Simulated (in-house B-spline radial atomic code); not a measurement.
# Mg⁸⁺: a scan of exact exchange under G0W0

How do the highest level of Mg⁸⁺ and its G0W0 correction move as exact exchange is mixed into PBE?

Method: RPA, second order, AC-SOSEX and G0W0 (contour deformation) on a non-relativistic mean field, all electrons; no spin-orbit coupling, Breit or QED terms. Code: an in-house B-spline radial atomic code, version 1.

## Step 1: The atom as given

| Property | Result |
| --- | --- |
| element | magnesium (Z = 12) |
| charge | +8 |
| electrons | 4 |
| configuration | [He] 2s2 |
| next ion, run as well | [He] 2s1 |
| Hamiltonian | non-relativistic, point nucleus |
| shares of exact exchange | 0.00, 0.10, 0.20, 0.30, 0.40, 0.50, 0.60, 0.70, 0.80, 0.90, 1.00 |

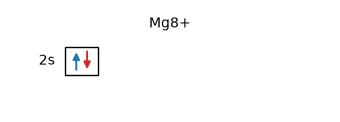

Outer shells as boxes.

## Step 2: 0 % exact exchange

Settings of the run:

```ini
Z = 12
electrons = 4.0
configuration = [He] 2s2
hamiltonian = nr
method = pbeh
lmax = 9
exact_exchange_fraction = 0.0
spin_polarised = False
box_radius = 7.7
intervals = 45
```

Started as:

```bash
python run_gw.py task.json out
```

task.json lists these runs, among others, and the program works through them in turn.

Further steps of the session: 10 % exact exchange; 20 % exact exchange; 30 % exact exchange; 40 % exact exchange; 50 % exact exchange; 60 % exact exchange; 70 % exact exchange; 80 % exact exchange; 90 % exact exchange; 100 % exact exchange.

Before running it: what results should come out? Wanted: highest level, mean field; highest level, G0W0; RPA correlation energy; RPA+SOSEX.

**Answer**, as computed:

```
                                       quantity                                                          value
highest level, mean field (range over the runs)                                          -324.80 to -308.99 eV
      highest level, G0W0 (range over the runs)                                          -327.59 to -326.68 eV
                         RPA correlation energy                                     -0.3529 to -0.2407 hartree
                                      RPA+SOSEX                                     -0.1794 to -0.1233 hartree
    semi-empirical ionisation energy (2s shell)  327.99 eV (NIST Atomic Spectra Database, ionization energies)
            G0W0 removal energy less that value                                             -1.31 to -0.399 eV
```

What this shows: The starts spread the highest level over 15.8 eV; after G0W0 0.91 eV remain, 5.8 % of that. Without exact exchange the level is bound too weakly, and G0W0 lowers it by 19 eV. Between 0 and 100 % exact exchange the correction keeps its sign; it is smallest at 100 % (-1.9 eV). The RPA energy is largest in size at 0 % exact exchange and smallest at 100 % exact exchange, 32 % apart; over the runs it loosely follows the gap of the start, as smaller excitation energies give more correlation. The semi-empirical ionisation energy is 327.99 eV; G0W0 misses it by -0.40 eV at best (at 0 % exact exchange) and -1.3 eV at worst (at 100 % exact exchange). Relativity, left out here, binds an s electron more tightly: it works in the direction of closing this gap. As differences of total energies the mean miss over the starts is 3.0 eV for mean field, 1.1 eV for RPA, 2.1 eV for RPA+SOSEX.
